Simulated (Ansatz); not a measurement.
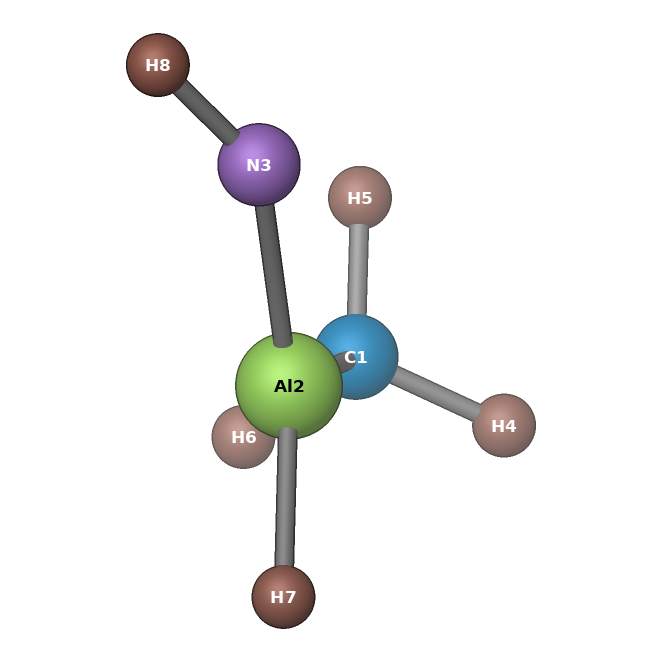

C1 lies behind Al2. The molecule seen a little off the Al2–C1 bond, Al2 in front. Distant atoms are faded towards the background colour. The species is neutral and a spin doublet. The computed structure is the end point of a PBE0-D4/def2-TZVP optimisation. No frequency run is at hand to confirm it as a minimum.

Question: What is the torsion angle N3–Al2–C1–H4? The sign is positive where the front bond must turn clockwise to cover the back bond.

Answer: 117°, anticlinal.
